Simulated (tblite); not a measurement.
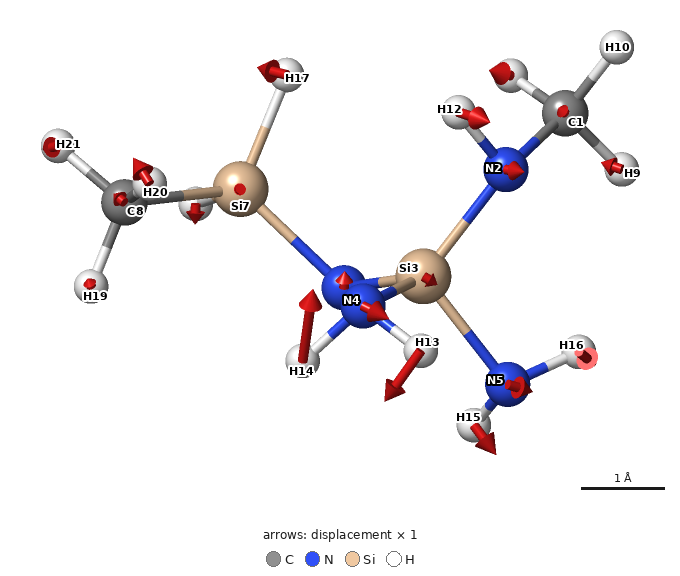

A relaxation of C₂H₁₃N₄Si₂ (charge −1). The starting structure is drawn; red arrows show the displacements, at their true length. The two geometries are superimposed by the best rigid fit.

Style: ball-and-stick. Shown at a tilt.

Theory: GFN2-xTB geometry optimisation, gas phase in tblite 0.8.0. 

> Which element moves most?

Hydrogen: up to 1.05 Å, against 0.40 Å for nitrogen.

> What happened in the run?

The energy falls by 35.8 kcal/mol in 163 geometry steps. The largest move after the best rigid fit is that of an H atom, 1.05 Å. Largest moves by element: H 1.05 Å, N 0.40 Å, C 0.21 Å, Si 0.20 Å. Some distances before and after: N–Si 1.652 → 1.772 Å, N–Si 1.744 → 1.663 Å, C–Si 1.845 → 1.920 Å, N–Si 1.662 → 1.683 Å. Bond angles that change, for instance: Si–N–Si 116.9° → 138.7°, C–N–Si 126.0° → 115.4°, Si–N–H 101.3° → 111.0°. Groups turn about N–Si by about 60°.
